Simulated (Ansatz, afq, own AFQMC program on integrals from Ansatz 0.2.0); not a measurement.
# NH₃+ (doublet): quantum Monte Carlo beside coupled cluster at distance N1–H2 = 0.918 Å, 6-31G, part 2 of 2

Ansatz 0.2.0, Gaussian basis, and an in-house AFQMC program (afq) on its integrals; all values are calculated; 6-31G, frozen cores. The steps go on from the part before.

## Step 14: Phaseless AFQMC, CISD trial on UHF

It reads the integrals that the CCSD(T) run on this determinant wrote.

Launch:

```sh
$ afq ham --method phaseless --trial cisd --walkers 4000 --populations 20 --least-time 60 --time-step 0.005 --steps-per-block 50 --equilibration-blocks 28 --max-blocks 4000 --target-error 0.00016 --factor-cut 1e-05 --start spin_pure --seed 1762 --release-times 0.24,0.51,0.99,1.62,2.4 --release-step 0.03 --release-every 3 --taylor-order 6
```

What it wrote:

```text
orbitals 14  electrons 4 3  factors 85 of 228
reference energy -55.85004439 Eh
CCSD correlation -0.09979078 Eh in 8 cycles, weight of the determinant in the CISD state 0.9616
energy of the start -55.949772 Eh
 block  time / (1/Eh)  mean weight  energy / Eh
     1     0.250  1.0000  -55.949345
     2     0.500  1.0000  -55.949844
     3     0.750  0.9998  -55.950179
     4     1.000  1.0001  -55.950350
     5     1.250  0.9999  -55.950498
     6     1.500  1.0002  -55.950608
     7     1.750  0.9999  -55.950750
     8     2.000  1.0000  -55.950825
     9     2.250  0.9999  -55.950967
    10     2.500  0.9997  -55.950957
    11     2.750  1.0002  -55.950597
    12     3.000  1.0001  -55.950724
    13     3.250  1.0001  -55.950709
    14     3.500  1.0000  -55.950752
    15     3.750  0.9999  -55.950762
    16     4.000  1.0000  -55.951059
    17     4.250  1.0001  -55.950942
    18     4.500  0.9999  -55.950885
    19     4.750  0.9999  -55.951141
    20     5.000  1.0000  -55.950678
    21     5.250  1.0002  -55.950875
    22     5.500  1.0000  -55.950996
    23     5.750  1.0000  -55.950737
    24     6.000  0.9999  -55.950739
    25     6.250  1.0001  -55.950765
    26     6.500  0.9997  -55.950915
    27     6.750  0.9998  -55.950746
    28     7.000  1.0001  -55.950749
    29     7.250  0.9999  -55.950618
    30     7.500  1.0000  -55.950866
    31     7.750  1.0000  -55.950669
    32     8.000  0.9999  -55.950797
    33     8.250  1.0000  -55.950790
    34     8.500  1.0000  -55.950718
    35     8.750  1.0000  -55.951147
    36     9.000  0.9998  -55.951292
    37     9.250  1.0000  -55.950969
    38     9.500  1.0000  -55.950938
    39     9.750  0.9999  -55.950840
    40    10.000  1.0001  -55.950734
    41    10.250  1.0000  -55.950760
    42    10.500  0.9997  -55.951119
    43    10.750  0.9999  -55.950770
    44    11.000  1.0000  -55.950712
    45    11.250  1.0001  -55.950906
    46    11.500  0.9999  -55.950810
    47    11.750  0.9998  -55.951011
    48    12.000  1.0002  -55.950729
    49    12.250  1.0000  -55.950688
    50    12.500  1.0000  -55.950783
    51    12.750  1.0001  -55.950575
    52    13.000  1.0000  -55.950754
    53    13.250  1.0002  -55.950767
    54    13.500  0.9998  -55.950410
    55    13.750  0.9999  -55.950696
    56    14.000  0.9999  -55.950936
    57    14.250  0.9998  -55.950855
    58    14.500  1.0001  -55.950842
    59    14.750  1.0000  -55.950801
    60    15.000  1.0002  -55.950638
    61    15.250  1.0000  -55.950850
    62    15.500  1.0000  -55.951078
    63    15.750  1.0000  -55.951042
    64    16.000  1.0001  -55.950932
    65    16.250  1.0000  -55.951133
    66    16.500  0.9999  -55.950909
    67    16.750  1.0000  -55.950762
    68    17.000  0.9998  -55.951173
    69    17.250  0.9998  -55.951161
    70    17.500  1.0000  -55.951188
    71    17.750  0.9999  -55.950788
    72    18.000  1.0001  -55.950880
    73    18.250  0.9999  -55.951225
    74    18.500  1.0002  -55.951009
    75    18.750  1.0001  -55.950808
    76    19.000  1.0000  -55.950704
    77    19.250  1.0001  -55.950835
    78    19.500  0.9999  -55.950772
error from the spread of 20 populations
released: time / (1/Eh)  energy / Eh  error  mean overlap
  0.24  -55.950881  0.000024  0.9988
  0.51  -55.950879  0.000021  0.9984
  0.99  -55.950875  0.000021  0.9972
  1.62  -55.950920  0.000026  0.9961
  2.40  -55.950886  0.000019  0.9973
energy -55.950864 +/- 0.000036 Eh
```

Run time: 40 s. Hardware: 1 × NVIDIA H100 80GB HBM3 with 2 threads of AMD EPYC 7R13 (Zen 3), shared host.

Energy -1522.5006 ± 0.0010 eV. Caveats: constraint bias not in the error.

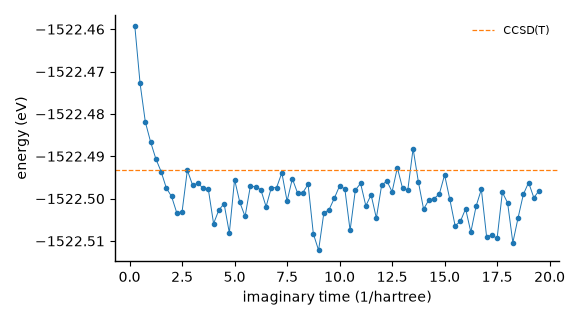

Block energies along the walk.

## Step 15: Phaseless AFQMC, CISD trial on UHF (settings varied)

It reads the integrals that the CCSD(T) run on this determinant wrote.

Launch:

```sh
$ afq ham --method phaseless --trial cisd --walkers 40 --populations 1 --least-time 40 --time-step 0.04 --steps-per-block 10 --equilibration-blocks 8 --max-blocks 100 --target-error 0.00064 --factor-cut 1e-05 --start spin_pure --seed 1059 --release-times 0.5,1,2 --release-step 0.02 --release-every 2 --taylor-order 8
```

What it wrote:

```text
orbitals 14  electrons 4 3  factors 85 of 228
reference energy -55.85004439 Eh
CCSD correlation -0.09979078 Eh in 8 cycles, weight of the determinant in the CISD state 0.9616
energy of the start -55.949772 Eh
 block  time / (1/Eh)  mean weight  energy / Eh
     1     0.400  1.0000  -55.950323
     2     0.800  0.9966  -55.950965
     3     1.200  1.0022  -55.952110
     4     1.600  0.9919  -55.955774
     5     2.000  1.0037  -55.951464
     6     2.400  1.0076  -55.951806
     7     2.800  1.0038  -55.949782
     8     3.200  0.9849  -55.950034
     9     3.600  1.0063  -55.950337
    10     4.000  1.0099  -55.953977
    11     4.400  0.9917  -55.951290
    13     5.200  1.0090  -55.949778
    15     6.000  1.0085  -55.951235
    17     6.800  1.0003  -55.951891
    19     7.600  1.0000  -55.952398
    21     8.400  1.0081  -55.950943
    23     9.200  1.0051  -55.951975
    25    10.000  0.9956  -55.951210
    27    10.800  1.0026  -55.949396
    29    11.600  0.9866  -55.950013
    31    12.400  1.0134  -55.949584
    33    13.200  0.9967  -55.949739
    35    14.000  1.0163  -55.950466
    37    14.800  1.0039  -55.949644
    39    15.600  1.0030  -55.949175
    41    16.400  0.9911  -55.951031
    43    17.200  0.9991  -55.951471
    45    18.000  1.0027  -55.950288
    47    18.800  1.0098  -55.950258
    49    19.600  0.9783  -55.950123
    51    20.400  0.9994  -55.955456
    53    21.200  1.0150  -55.949880
    55    22.000  1.0127  -55.950889
    57    22.800  0.9977  -55.949525
    59    23.600  0.9926  -55.951362
    61    24.400  0.9992  -55.950040
    63    25.200  0.9787  -55.958403
    65    26.000  0.9731  -55.952247
    67    26.800  1.0186  -55.951263
    69    27.600  1.0113  -55.949678
    71    28.400  0.9868  -55.952095
    73    29.200  1.0068  -55.951642
    75    30.000  0.9922  -55.951341
    77    30.800  0.9906  -55.949731
    79    31.600  1.0052  -55.950202
    81    32.400  1.0016  -55.950518
    83    33.200  1.0105  -55.948978
    85    34.000  0.9983  -55.956755
    87    34.800  1.0043  -55.949840
    89    35.600  0.9800  -55.953533
    91    36.400  1.0020  -55.950386
    93    37.200  0.9968  -55.950195
    95    38.000  1.0043  -55.949963
    97    38.800  0.9848  -55.950879
    99    39.600  0.9884  -55.951515
   101    40.400  1.0075  -55.950789
   103    41.200  0.9813  -55.949897
   105    42.000  1.0064  -55.949963
   107    42.800  0.9870  -55.950568
blocks merged  error / Eh  count
     1  0.000149  100
     2  0.000133  50
     4  0.000133  25
     8  0.000135  12
released: time / (1/Eh)  energy / Eh  error  mean overlap
  0.50  -55.950600  0.000100  1.0199
  1.00  -55.950684  0.000118  1.0169
  2.00  -55.950875  0.000116  1.0152
energy -55.950984 +/- 0.000133 Eh
```

Run time: 15 s. Hardware: 1 × NVIDIA H100 80GB HBM3 with 2 threads of AMD EPYC 7R13 (Zen 3), shared host.

Energy -1522.5038 ± 0.0036 eV. Caveats: constraint bias not in the error.

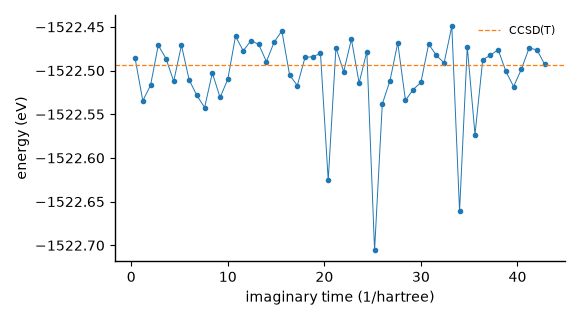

Block energies along the walk.

## Step 16: Free-projection AFQMC, CISD trial on UHF (settings varied)

It reads the integrals that the CCSD(T) run on this determinant wrote.

Launch:

```sh
$ afq ham --method free --trial cisd --walkers 200 --time-step 0.01 --max-blocks 30 --target-error 0.00064 --factor-cut 0.001 --seed 6945 --times 0.0,0.4,0.8,1.6,2.4 --taylor-order 4
```

What it wrote:

```text
orbitals 14  electrons 4 3  factors 62 of 228
reference energy -55.85004439 Eh
CCSD correlation -0.09979195 Eh in 8 cycles, weight of the determinant in the CISD state 0.9616
repeat  energy at the last time / Eh  error
    10  -55.950845  0.000128
    20  -55.950848  0.000078
    30  -55.950860  0.000060
time / (1/Eh)  energy / Eh  error  mean overlap
  0.00  -55.949759  0.000034  1.0399
  0.40  -55.950607  0.000051  1.0410
  0.80  -55.950798  0.000052  1.0414
  1.60  -55.950881  0.000060  1.0436
  2.40  -55.950860  0.000060  1.0488
energy -55.950860 +/- 0.000060 Eh
```

It took 8.6 s on 1 × NVIDIA H100 80GB HBM3 with 2 threads of AMD EPYC 7R13 (Zen 3), shared host.

Energy -1522.5005 ± 0.0016 eV. Caveats: remainder of the start not in the error.

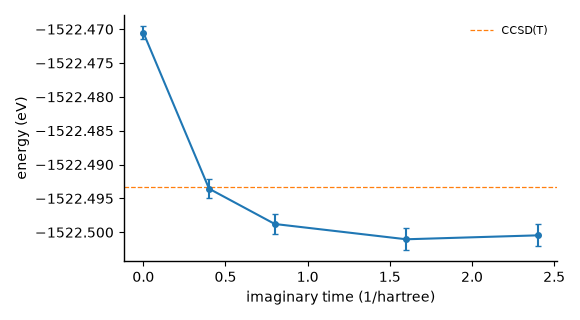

Energy against projection time, with error bars.

## Step 17: All levels side by side

The full CI on restricted orbitals is not used as the yardstick for these unrestricted rows.

On the UHF determinant, counted from CCSDTQ (a yardstick, not exact):

```
                                                    level  energy (eV)  from CCSDTQ (kJ/mol)  statistical error (kJ/mol)   time
                                                       HF   -1519.7571                +264.7                                   
                                                      MP2   -1522.0400                 +44.5                                   
                                                     CCSD   -1522.4726                  +2.7                                   
                                                  CCSD(T)   -1522.4933                  +0.7                                   
                                                 CCSDT(Q)   -1522.5007                   0.0                                   
                                                   CCSDTQ   -1522.5009                   0.0                                   
    Phaseless AFQMC, CISD trial, step 0.005, 4000 walkers   -1522.5006                   0.0                         0.1   40 s
       Phaseless AFQMC, CISD trial, step 0.04, 40 walkers   -1522.5038                  -0.3                         0.3   15 s
Free-projection AFQMC, CISD trial, step 0.01, 200 walkers   -1522.5005                   0.0                         0.2  8.6 s
```

The functionals' totals stand on their own zeros and serve differences with other points: PBE -1526.239 eV; r2SCAN -1527.401 eV; PBE0 -1526.496 eV; B3LYP -1528.316 eV; wB97M-V -1527.356 eV; B2PLYP -1526.171 eV.

## Step 18: Results

What follows sums up all 2 parts.

| quantity | value |
| --- | --- |
| CCSD(T) on UHF from CCSDTQ | +0.7 kJ/mol |
| Phaseless AFQMC, CISD trial on UHF from CCSDTQ | 0.0 ± 0.1 kJ/mol |

**Reading.** On UHF the phaseless walk with the CISD trial lies 0.0 kJ/mol from CCSDTQ, within three error bars. Error bars are statistical and leave out the constraint, the time step and what remains of the start.
